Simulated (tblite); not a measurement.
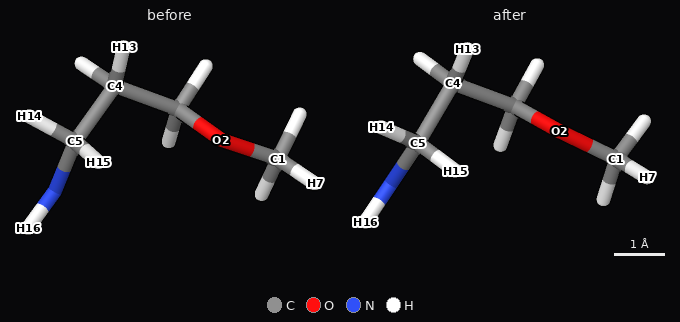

The structure of C4H10NO (multiplicity 2) before (left) and after (right) a relaxation, at one scale.

A stick model, seen at a tilt.

All numbers below come from GFN2-xTB geometry optimisation, gas phase in tblite. 

> What changed between the two?

The energy falls by 0.375 eV in 66 geometry steps. The atom that moves furthest after the best rigid fit is an H atom (0.50 Å). By element the largest moves are H 0.50 Å, N 0.18 Å, O 0.18 Å, C 0.14 Å. Some distances before and after: C–N 1.460 → 1.393 Å, C–H 1.128 → 1.090 Å, H–N 1.054 → 1.018 Å, C–O 1.391 → 1.413 Å. Among the angles between lasting bonds that change: C–C–H 104.0° → 110.8°, C–C–H 113.8° → 107.4°, N–C–H 106.7° → 112.3°. The run took 0.69 s on 1 thread of Intel(R) Xeon(R) Processor @ 2.70GHz, with other jobs on the host.
